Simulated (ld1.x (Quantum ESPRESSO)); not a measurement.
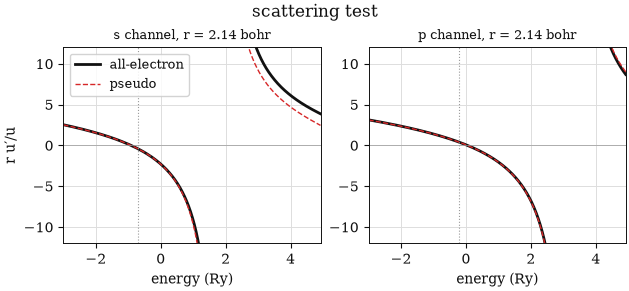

Logarithmic derivatives r u′/u at the test radius against energy, all-electron atom (solid) and pseudo-atom (dashed). Here u = r R(r). The dotted line marks the reference energy of the channel.

```json
{
  "Element": "gallium (Ga)",
  "Generator": "ld1.x (Quantum ESPRESSO) 7.5",
  "Type": "norm-conserving Troullier–Martins (Kleinman–Bylander form)",
  "Functional": "LDA (PZ)",
  "Relativity": "scalar-relativistic",
  "Frozen core": "[Ar] 3d10",
  "Valence charge": "3",
  "Reference configuration": "4s1.75 4p1.25",
  "Partial waves": "4p (bound): rc 1.95 bohr; 4s (bound): rc 1.75 bohr",
  "Local potential": "the s channel",
  "Core correction": "Bessel-smoothed model core inside 0.85 bohr"
}
```

### At which energies does the logarithmic derivative pass through zero?

s: all-electron -0.9 Ry, pseudo -0.9 Ry; p: all-electron 0.0 Ry, pseudo 0.0 Ry.

### Is there a sign of a ghost state?

The plot shows none: pseudo and all-electron curves have the same branches in all channels drawn. The separate test gives: no ghost state below the valence levels in the p, s, d, f channels.
